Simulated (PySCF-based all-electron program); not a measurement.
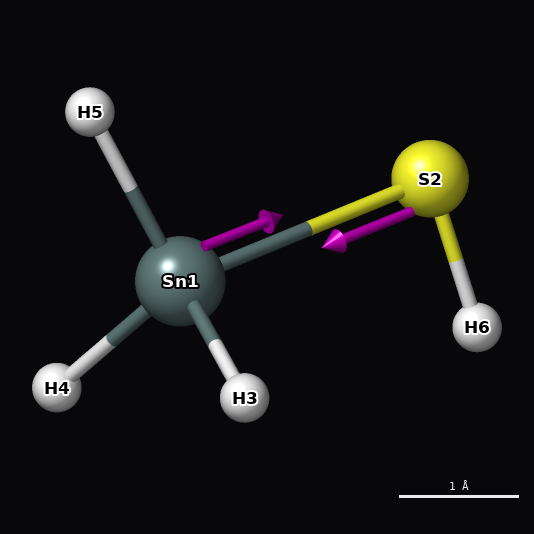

Arrows show the forces on the atoms, 0.6 Å of arrow for 1 eV/Å; forces under a tenth of the largest aren't drawn. Level of theory: PBE, all-electron, scalar-relativistic (Koelling-Harmon), large uncontracted Gaussian sets (PySCF-based all-electron program).

### On which atom is the force largest, and how large is it?

On S2: 1.60 eV/Å.

### Which bond do the forces act along most?

Sn1–S2, now 2.674 Å: the forces pull its atoms together, so a first step downhill shortens it.

List the force components in the frame of the picture (x right, y up, z towards the viewer), in eV/Å.

```
atom     Fx     Fy     Fz
 Sn1   1.12   0.45  −0.74
  S2  −1.26  −0.51   0.84
  H3   0.06   0.03  −0.05
  H4   0.07   0.03  −0.03
  H5   0.06   0.01  −0.04
  H6  −0.05   0.00   0.03
```
